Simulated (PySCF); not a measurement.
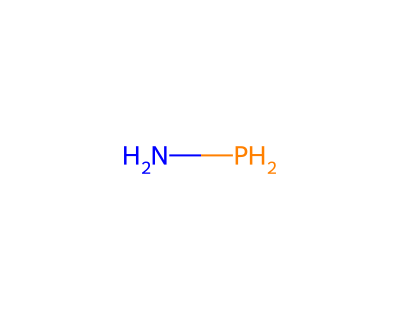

Question: Write the SMILES.

Answer: NP

Question: What is the molecular formula?

Answer: H4NP.

More results for the same structure follow; atom numbers are the same in all pictures, views and colours differ. The computed structure is the end point of a PBE0-D3(BJ)/def2-SVP optimisation. No frequency run is at hand to confirm it as a minimum.

**Dipole moment**

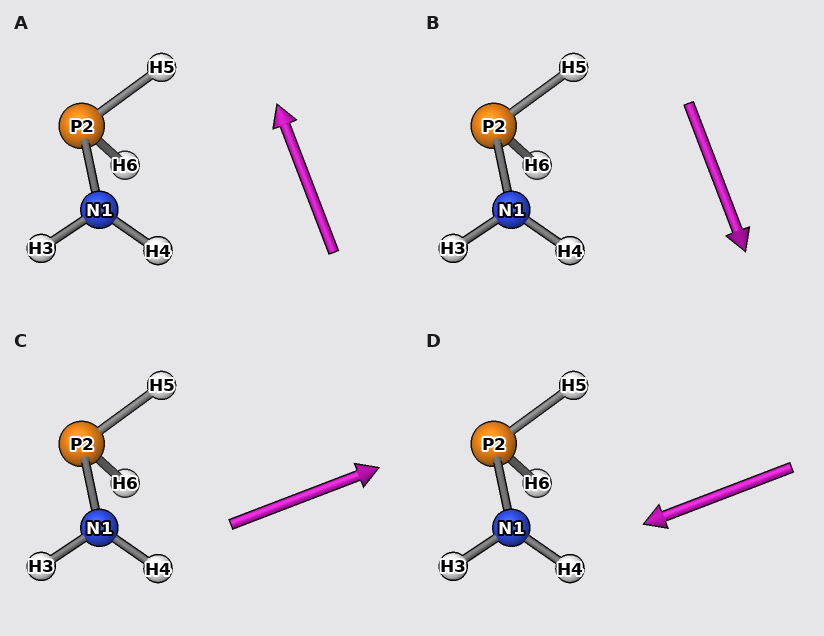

The same molecule four times, each with an arrow. No frequency run is at hand to confirm it as a minimum. Properties computed with B3LYP/cc-pVTZ, gas phase (PySCF 2.14.0).

Question: Which arrow points along the dipole moment, from the negative to the positive end?

Answer: B. The dipole moment is 1.58 D; it points from the side of H5 to the side of H4 (the outermost atoms at the two ends).

**Spin–spin coupling**

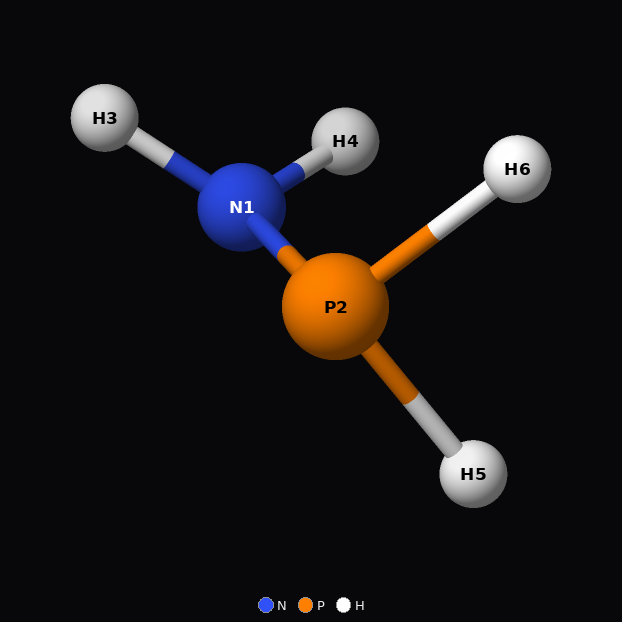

No frequency run is at hand to confirm it as a minimum. Properties computed with B3LYP/6-31G* indirect spin-spin coupling, non-relativistic, gas phase (PySCF 2.14.0). Isotopes: 1H, 15N, 31P.

Give the spin–spin coupling constants of these pairs, with the number of bonds between them: N1/H4, N1/P2, P2/H6, P2/H5, N1/H6, N1/H5, P2/H4, P2/H3, H3/H4, H3/H6, H4/H6.

```
  pair  bonds apart  J (Hz)
N1, H4            1   −73.4
N1, P2            1    38.5
P2, H6            1   166.3
P2, H5            1   211.9
N1, H6            2    −2.5
N1, H5            2    −4.6
P2, H4            2   −13.1
P2, H3            2    31.7
H3, H4            2    −4.6
H3, H6            3    −2.9
H4, H6            3     6.9
```

**Quadrupole coupling**

No frequency run is at hand to confirm it as a minimum. Electric field gradients from the ground-state density, B3LYP/6-31G* (PySCF 2.14.0), non-relativistic apart from any core potentials.

Give the largest field-gradient component, the quadrupole coupling constant and the asymmetry for 14N at N1 (Q = 20.44 mb), 2H at H3 (Q = 2.86 mb), 2H at H4 (Q = 2.86 mb).

| atom | V_zz (a.u.) | e²qQ/h (MHz) | η |
| --- | --- | --- | --- |
| N1 | −1.014 | −4.87 | 0.02 |
| H3 | 0.391 | 0.263 | 0.18 |
| H4 | 0.390 | 0.262 | 0.17 |
